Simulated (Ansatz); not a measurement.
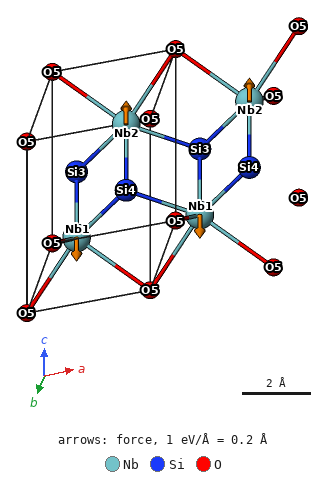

Starting geometry of solid Nb2Si2O (a generated structure, set up in P-3m1) (coarse preliminary run) with the computed forces as orange arrows. Style: ball-and-stick. Shown: the cell of the calculation, repeated 2 × 1 × 1 with one cell outlined, from a free direction.

All numbers below come from DFT PBE, scalar-relativistic, plane waves, PAW (Ansatz). Settings: plane-wave cutoff 420 eV; k-point mesh 6 × 6 × 4; occupations gaussian; smearing width 0.1 eV; no spin polarisation; cell and atoms relaxed; force threshold 0.04 eV/Å; at most 70 steps.

### Is this structure relaxed? If not, where do the atoms go?

It isn't relaxed: the largest force vector, on Nb atoms, is 4.23 eV/Å. The final displacements follow the starting forces only in part (cosine between the two patterns 0.84). After 11 accepted moves (13 points after the start) the energy has fallen by 6.608 eV per cell of the calculation. Largest force component: 4.2 eV/Å at the start, 0.017 eV/Å at the end. Pressure: 25.37 GPa at the start and 0.06 GPa at the end. At 2 points the geometry stayed and the basis and grid were re-selected for the new cell (energy shift of 9.2 meV per cell of the calculation at most each time). The largest moves relative to the cell, 0.70 Å, are those of Nb1 and Nb2. Nb1 goes along −c. Largest moves by element: Nb 0.70 Å, Si 0.39 Å. O stays in place. The drawn cell changes as follows: a = b 3.848 → 3.514 Å (−8.7 %), c 6.048 → 6.704 Å (+10.8 %); the volume changes by −7.6 %. Some distances before and after: Nb1–Nb2 3.836 → 2.893 Å, Nb1–Si3 2.330 → 2.897 Å, Si3–Si4 2.822 → 2.332 Å, Nb1–O5 2.717 → 2.276 Å. New bonds form: Nb1–Nb2 (3.84 → 2.89 Å). Bond angles that change, for instance: Nb2–Si3–Nb2 113.6° → 82.1°, Nb1–Si3–Nb2 104.9° → 130.7°, Nb1–O5–Nb2 89.8° → 78.9°. The space group stays P-3m1 (No. 164). The run took 33 s on 1 thread of AMD EPYC 7R43 64-Core Processor (Zen 3), on a shared host, peak memory 0.43 GiB.
